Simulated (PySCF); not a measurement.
Consider C₇H₇Cl₃Ti.

```xyz
18

Ti    0.7442    0.9119   -1.6775
C     0.9325    1.7654    0.2265
C     0.2221    0.5572    0.6020
C    -1.1935    0.5086    0.5415
C    -1.8689   -0.6970    0.6653
C    -1.1585   -1.8879    0.8263
C     0.2344   -1.8655    0.8891
C     0.9215   -0.6638    0.7691
H     0.3824    2.7091    0.2997
H     1.9872    1.8388    0.5126
H    -1.7497    1.4388    0.3966
H    -2.9597   -0.7138    0.6162
H    -1.6938   -2.8364    0.9028
H     0.7914   -2.7964    1.0137
H     2.0143   -0.6487    0.8051
Cl    2.8396    0.7570   -2.2516
Cl   -0.2214    2.5790   -2.6847
Cl   -0.2804   -0.9391   -2.3750
```

Geometry: PBE0-D3(BJ)/def2-SVP.

Method: PySCF, CAM-B3LYP/def2-SVPD, SCF density, gas phase.

Question: What can the converged electron density and electron localisation function tell about the bonding?

Answer: C–C (1.39 Å): ρ is about 2.1 e/Å³ halfway; the ELF peaks at about 0.95 between the atoms, as expected for localised, covalent bonding.
C–H (1.09 Å): ρ is about 2 e/Å³ halfway; the ELF climbs to about 1 towards the hydrogen, as it does in any bond to H (a covalent bond by its length).

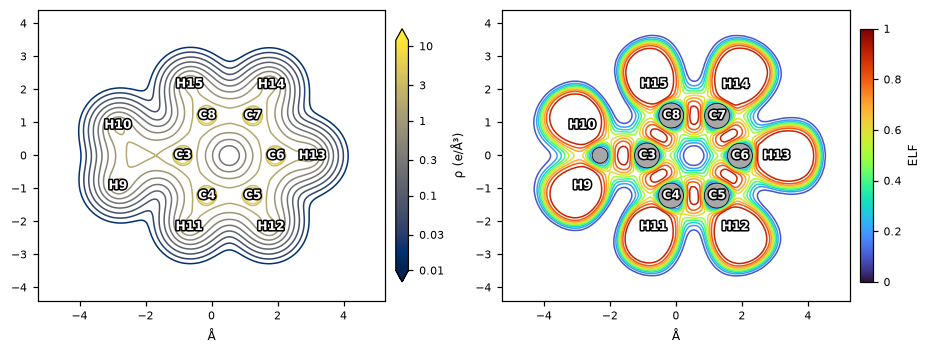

Computed electron density and electron localisation function on the plane of atoms C6, C7 and H14, in this order. Grey discs cover the atomic cores in the ELF map. 
